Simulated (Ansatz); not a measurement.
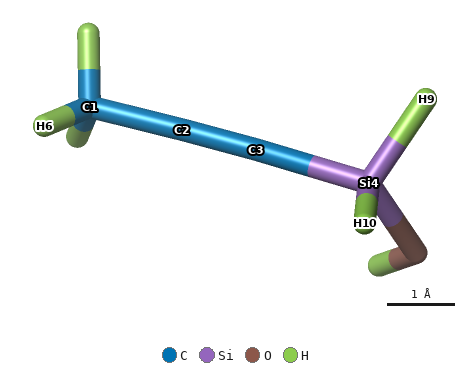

Fig. 1: The input geometry (stick view, seen at a tilt; atoms are numbered from 1 in the order of the input). Bond lengths as drawn: C–C 1.21 to 1.50 Å, C–H 1.02 to 1.10 Å, C–Si 1.90 Å, H–O 0.97 Å, H–Si 1.41 to 1.53 Å and O–Si 1.71 Å.

**Geometry relaxation, with input and output: C$_{3}$H$_{6}$OSi (part 1 of 2)**

System: C$_{3}$H$_{6}$OSi.
Method: RKS B3LYP-D4/6-31G (Ansatz 0.2.0).

It belongs to a series of runs on one base structure; here: end point A relaxed. Figures and captions count atoms from 1; the log counts them from 0 in places.

The input:
```yaml
crystal:
  periodic: [false, false, false]
  atoms:
    - { symbol: C, position_ang: [-0.3176, -1.9018, 1.6206] }
    - { symbol: C, position_ang: [-0.0893, -0.7085, 0.749] }
    - { symbol: C, position_ang: [0.1138, 0.2427, 0.0336] }
    - { symbol: Si, position_ang: [0.5759, 1.7209, -1.0584] }
    - { symbol: O, position_ang: [-0.1961, 1.5103, -2.5658] }
    - { symbol: H, position_ang: [0.5601, -2.3499, 1.8906] }
    - { symbol: H, position_ang: [-0.9799, -2.577, 1.098] }
    - { symbol: H, position_ang: [-0.8367, -1.5265, 2.5185] }
    - { symbol: H, position_ang: [-0.028, 2.9683, -0.406] }
    - { symbol: H, position_ang: [1.964, 1.8738, -1.2198] }
    - { symbol: H, position_ang: [-0.7008, 0.6905, -2.6397] }
basis:
  gaussian: { orbitals: "6-31G" }
hamiltonian:
  xc: b3lyp
  dispersion: d4
relax:
  f_tol: 0.02
  max_steps: 50
```

Machine: 1 thread of Arm Neoverse V2, 24 GiB of memory available, shared host.

Run as:
```bash
ansatz run input.yaml --threads 1 --pin off --max-ram 2048MiB --backend cpu --events-out ev --progress --plain --runs-dir out
```

The program's output:
```
The last accepted step is kept in [file] (removed where the run ends without a failure and the disk answers)
Engine: ansatz 0.2.0, aarch64-unknown-linux-gnu
Functional definition: B3LYP
  parameter a0 = 0.2
  parameter ax = 0.72
  parameter ac = 0.81
  exchange = (1 - a0 - ax)*slater_x + ax*b88_x + a0*exact_x
  correlation = (1 - ac)*vwn_rpa_c + ac*lyp_c
852 factors; integrals over basis functions are off by at most 1.4e-4 eV
mean field evaluation 1: about -13121.9393 eV, gradient 6.2e1 eV
mean field evaluation 2: about -13112.7495 eV, gradient 9.3e1 eV
mean field evaluation 4: about -13130.1032 eV, gradient 2.6e0 eV
mean field evaluation 8: about -13130.1179 eV, gradient 5.5e-1 eV
mean field evaluation 16: about -13130.1186 eV, gradient 9.1e-6 eV
mean field -13130.11860950 eV, -482.5229589850 hartree, gradient 9.1e-6 eV, S^2 0.000000; 0 other end points of the search recorded, 0 dependent functions left out
the calculation of the forces begins
reference -13130.11885562 eV, -482.5229680297 hartree; 23, 23 occupied and 38, 38 virtual orbitals, 852 factors
relax step   1: F+E_penalty+E_count = -13130.42926648 eV  Δ(F+E_penalty+E_count) = +0.000e0 eV  max|allowed force component| = 3.114e0 eV/Å  Δτ_max = 0.0000 Å  (25 SCF iters, accepted)
these checks for a lower state are left out or cut short: starts, cluster_reference, orbital_swaps, neighbouring_geometries, increment
852 factors; integrals over basis functions are off by at most 1.5e-4 eV
mean field -13130.41409870 eV, -482.5338180129 hartree, gradient 1.5e-5 eV, S^2 0.000000; 0 other end points of the search recorded, 0 dependent functions left out
[... from here on the field's lines of each further geometry are left out, up to the last ...]
relax step   2: F+E_penalty+E_count = -13130.72423397 eV  Δ(F+E_penalty+E_count) = -2.950e-1 eV  max|allowed force component| = 1.191e0 eV/Å  Δτ_max = 0.0730 Å  (29 SCF iters, accepted)
relax step   3: F+E_penalty+E_count = -13130.72028099 eV  Δ(F+E_penalty+E_count) = +3.953e-3 eV  max|allowed force component| = 1.076e0 eV/Å  Δτ_max = 0.0439 Å  (29 SCF iters, rejected (line search))
relax step   4: F+E_penalty+E_count = -13130.76483612 eV  Δ(F+E_penalty+E_count) = -4.060e-2 eV  max|allowed force component| = 2.302e-1 eV/Å  Δτ_max = 0.0213 Å  (27 SCF iters, accepted)
relax step   5: F+E_penalty+E_count = -13130.77283262 eV  Δ(F+E_penalty+E_count) = -7.996e-3 eV  max|allowed force component| = 1.470e-1 eV/Å  Δτ_max = 0.0516 Å  (27 SCF iters, accepted)
relax step   6: F+E_penalty+E_count = -13130.77778379 eV  Δ(F+E_penalty+E_count) = -4.951e-3 eV  max|allowed force component| = 2.643e-1 eV/Å  Δτ_max = 0.0617 Å  (28 SCF iters, accepted)
relax step   7: F+E_penalty+E_count = -13130.63544961 eV  Δ(F+E_penalty+E_count) = +1.423e-1 eV  max|allowed force component| = 2.893e0 eV/Å  Δτ_max = 0.1951 Å  (36 SCF iters, rejected (line search))
relax step   8: F+E_penalty+E_count = -13130.78703946 eV  Δ(F+E_penalty+E_count) = -9.256e-3 eV  max|allowed force component| = 2.038e-1 eV/Å  Δτ_max = 0.0975 Å  (29 SCF iters, accepted)
relax step   9: F+E_penalty+E_count = -13130.76398860 eV  Δ(F+E_penalty+E_count) = +2.305e-2 eV  max|allowed force component| = 1.362e0 eV/Å  Δτ_max = 0.0975 Å  (30 SCF iters, rejected (line search))
relax step  10: F+E_penalty+E_count = -13130.79151192 eV  Δ(F+E_penalty+E_count) = -4.472e-3 eV  max|allowed force component| = 1.138e-1 eV/Å  Δτ_max = 0.0487 Å  (30 SCF iters, accepted)
relax step  11: F+E_penalty+E_count = -13130.79451763 eV  Δ(F+E_penalty+E_count) = -3.006e-3 eV  max|allowed force component| = 7.608e-2 eV/Å  Δτ_max = 0.0500 Å  (31 SCF iters, accepted)
relax step  12: F+E_penalty+E_count = -13130.79672995 eV  Δ(F+E_penalty+E_count) = -2.212e-3 eV  max|allowed force component| = 7.285e-2 eV/Å  Δτ_max = 0.0750 Å  (30 SCF iters, accepted)
relax step  13: F+E_penalty+E_count = -13130.79832993 eV  Δ(F+E_penalty+E_count) = -1.600e-3 eV  max|allowed force component| = 1.170e-2 eV/Å  Δτ_max = 0.0624 Å  (31 SCF iters, accepted)
relax step  14: F+E_penalty+E_count = -13130.79843779 eV  Δ(F+E_penalty+E_count) = -1.079e-4 eV  max|allowed force component| = 5.962e-2 eV/Å  Δτ_max = 0.0400 Å  (31 SCF iters, accepted)
the calculation of the forces begins
reference -13130.48955581 eV, -482.5365910106 hartree; 23, 23 occupied and 38, 38 virtual orbitals, 852 factors
relax step  15: F+E_penalty+E_count = -13130.79856668 eV  Δ(F+E_penalty+E_count) = -1.289e-4 eV  max|allowed force component| = 7.275e-3 eV/Å  Δτ_max = 0.0104 Å  (25 SCF iters, accepted)
852 factors; integrals over basis functions are off by at most 1.6e-4 eV
mean field evaluation 128: about -13130.4893 eV, gradient 6.1e-4 eV
```

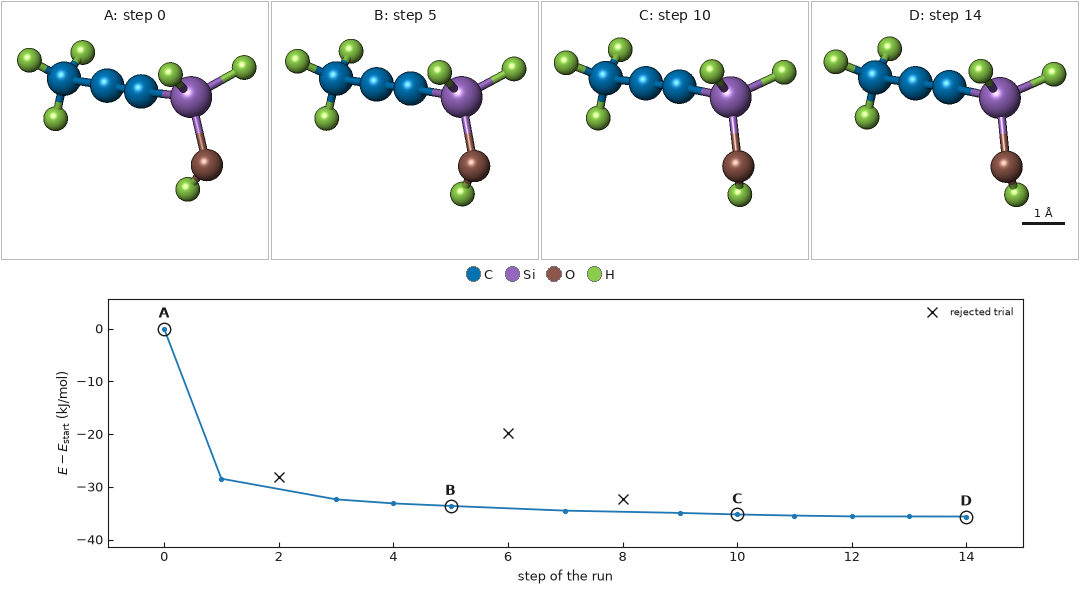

Fig. 2: Frames of the relaxation (ball-and-stick view, seen at a tilt) above the curves, on which the letters mark them (the first geometry is step 0 here and step 1 in the log).

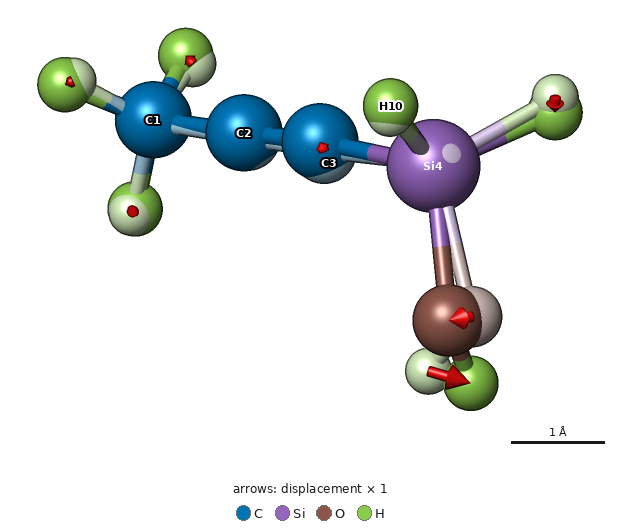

Fig. 3: Start (faint) and end (solid) with the displacements as red arrows, at true length (ball-and-stick view, seen at a tilt). The two geometries are laid on each other by the best rigid fit. After 14 geometry steps the energy has fallen by 35.6 kJ/mol. Largest force component: 3.1 eV/Å at the start, 0.0073 eV/Å at the end. The line search rejected the trial steps at points 2, 6, 8 (counted from 0) and went back. The atom that moves furthest after the best rigid fit is H11 (0.49 Å). Largest moves by element: H 0.49 Å, O 0.30 Å, C 0.11 Å, Si 0.08 Å. Among the contacts that change: Si4–H10 1.406 → 1.491 Å, C1–H6 1.022 → 1.096 Å, C3–Si4 1.895 → 1.845 Å, C1–C2 1.495 → 1.458 Å. Among the angles that change: Si4–O5–H11 114.1° → 122.4°, O5–Si4–H10 111.0° → 104.1°, C2–C1–H8 106.0° → 111.4°. (Atoms are counted from 1 in the order of the input.)

```
mean field -13130.48930459 eV, -482.5365817784 hartree, gradient 9.8e-6 eV, S^2 0.000000; 1 other end points of the search recorded, 0 dependent functions left out
the calculation of the forces begins
reference -13130.48955581 eV, -482.5365910106 hartree; 23, 23 occupied and 38, 38 virtual orbitals, 852 factors
Total energy: -13130.79881790 eV, -482.5479561829 hartree
Atom 0 at    -0.331501    -1.872360     1.653854 Å, force    -0.001199    -0.000989    -0.000027 eV/Å
Atom 1 at    -0.048230    -0.721841     0.803637 Å, force     0.002126     0.005972    -0.004227 eV/Å
Atom 2 at     0.201134     0.250673     0.107133 Å, force    -0.001266    -0.004088     0.003512 eV/Å
Atom 3 at     0.527561     1.663563    -1.033480 Å, force    -0.004324    -0.003061    -0.007275 eV/Å
Atom 4 at     0.022212     1.327029    -2.653871 Å, force     0.002414     0.001635     0.004763 eV/Å
Atom 5 at     0.580797    -2.438915     1.875093 Å, force     0.000299     0.000097     0.000417 eV/Å
Atom 6 at    -1.037267    -2.558414     1.169981 Å, force     0.000435    -0.000010     0.000485 eV/Å
Atom 7 at    -0.772451    -1.563899     2.609275 Å, force    -0.000005    -0.000259     0.000418 eV/Å
Atom 8 at    -0.180586     2.871920    -0.483723 Å, force     0.000777     0.000192     0.001152 eV/Å
Atom 9 at     1.992980     1.911369    -1.154437 Å, force     0.000917     0.000315     0.000722 eV/Å
Atom 10 at    -0.889251     1.073675    -2.872863 Å, force    -0.000176     0.000196     0.000058 eV/Å
Dipole moment:    -0.357671    -0.318839     0.419156 e Å
```

Trajectory as extended XYZ (Å, eV, eV/Å), 15 frames, from step=1 to step=15:
```
11
Properties=species:S:1:pos:R:3:forces:R:3 step=1 energy=-13130.42927
C    -0.3176   -1.9018    1.6206   -2.5498   3.1142  -1.0212
C    -0.0893   -0.7085    0.7490   -0.0989  -1.9989   1.2310
C     0.1138    0.2427    0.0336    0.7932   1.8781  -1.3441
Si    0.5759    1.7209   -1.0584   -2.3175   0.0679   1.7830
O    -0.1961    1.5103   -2.5658   -0.0688  -0.1143  -0.5476
H     0.5601   -2.3499    1.8906    2.4779  -1.4024   0.7116
H    -0.9799   -2.5770    1.0980   -0.1972  -0.5487  -0.0445
H    -0.8367   -1.5265    2.5185    0.0781  -0.4149  -0.0035
H    -0.0280    2.9683   -0.4060    0.3196  -0.3711  -0.1590
H     1.9640    1.8738   -1.2198    1.9094   0.0570  -0.1878
H    -0.7008    0.6905   -2.6397   -0.3461  -0.2668  -0.4179
11
Properties=species:S:1:pos:R:3:forces:R:3 step=2 energy=-13130.72423
C    -0.3284   -1.8753    1.6174   -0.6388   1.1911  -0.3046
C    -0.0844   -0.6993    0.7558   -0.0494  -0.3805   0.2017
C     0.1194    0.2677    0.0359    0.1339   0.3029  -0.0729
Si    0.5214    1.7404   -1.0391   -0.5314  -0.2336   0.6389
O    -0.1728    1.4893   -2.6005   -0.1341  -0.1138  -0.0793
H     0.5930   -2.3743    1.8540    0.5551  -0.4362   0.1448
H    -1.0125   -2.5646    1.1199   -0.0010  -0.2285  -0.0252
H    -0.8077   -1.5580    2.5573    0.1079  -0.1123  -0.0972
H    -0.0271    2.9917   -0.4016    0.0067  -0.1302  -0.1144
H     1.9769    1.8385   -1.1669    0.6012   0.0779  -0.0932
H    -0.7123    0.6868   -2.7117   -0.0502   0.0632  -0.1987
11
Properties=species:S:1:pos:R:3:forces:R:3 step=3 energy=-13130.72028 accepted=F
C    -0.3303   -1.8556    1.6064   -0.4951   0.3064   0.1943
C    -0.0768   -0.7137    0.7798    0.2591   1.0759  -0.8539
C     0.1422    0.2589    0.0701    0.0387   0.0776   0.0026
Si    0.5167    1.7152   -1.0222   -0.3196  -0.1448   0.3948
O    -0.1786    1.4769   -2.5900    0.0217   0.0247   0.0572
H     0.5880   -2.3565    1.8392    0.6052  -0.5949   0.2734
H    -1.0026   -2.5306    1.0940   -0.2543  -0.5214  -0.0674
H    -0.8063   -1.5365    2.5325   -0.1094  -0.1398   0.3190
H    -0.0404    2.9619   -0.3934   -0.0077  -0.0672  -0.0734
H     1.9808    1.8322   -1.1638    0.3859   0.0602  -0.0802
H    -0.7274    0.6906   -2.7320   -0.1245  -0.0768  -0.1664
```
